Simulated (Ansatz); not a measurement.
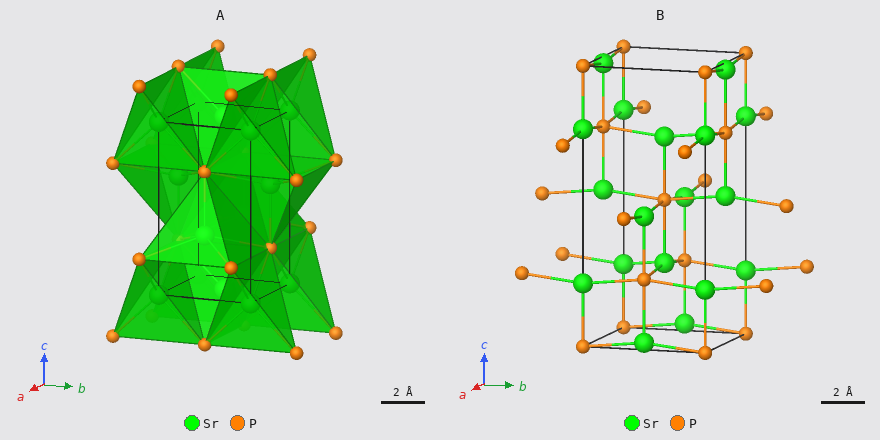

Two structures of Sr$_{2}$P, each relaxed to rest (conventional cells in solid outline, small ones repeated, not to one scale). Method: DFT PBE, scalar-relativistic, plane waves, PAW in Ansatz 0.2.0, without spin polarisation.

Identify the two structures.

Answer. A: 6 atoms a cell on a primitive tetragonal lattice, P4/nmm. B: 12 atoms a cell on a body-centred tetragonal lattice, I4_1/amd.

Which form lies lower?

Answer. B is lower, by 172 meV/atom at this level of theory (energies at zero smearing). Volumes: A 31.2, B 40.8 Å³/atom.

One or both may be structure types tried for this composition rather than known phases.
